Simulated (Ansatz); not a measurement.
```xyz
11

C     0.0396    2.4980    0.6041
C     0.3486    1.2541    0.9589
In   -0.1220   -0.3673   -0.3203
C     0.0490   -2.4885   -0.4254
Cl   -1.1815    0.5117   -2.2491
H    -0.4558    2.7213   -0.3371
H     0.2690    3.3507    1.2408
H     0.8444    1.0853    1.9122
H    -0.9502   -2.9146   -0.5248
H     0.6225   -2.7486   -1.3160
H     0.5363   -2.9021    0.4567
```

Geometry: PBE0-D4/def2-TZVP; core potentials replace the inner electrons of In.

All numbers below come from RKS PBE0-D4/def2-TZVPP in Ansatz 0.2.0.

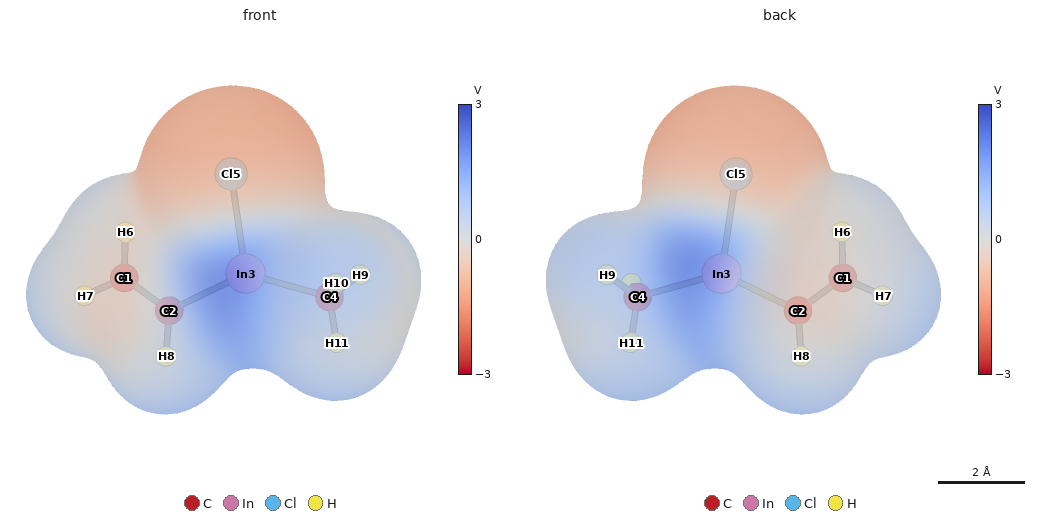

C₃H₆ClIn (SMILES C=[CH][In]([CH3])[Cl]). The electrostatic potential painted on the density surface at 0.001 e/bohr³, seen from the front and from behind; red is negative and blue positive.

Question: Which sites attract a positive test charge, and which a negative one?

Answer: A positive charge is drawn to the negative regions and a negative charge to the positive ones. The most negative region (about −1.1 V) lies over Cl5, the most positive (about +2.1 V) over In3.
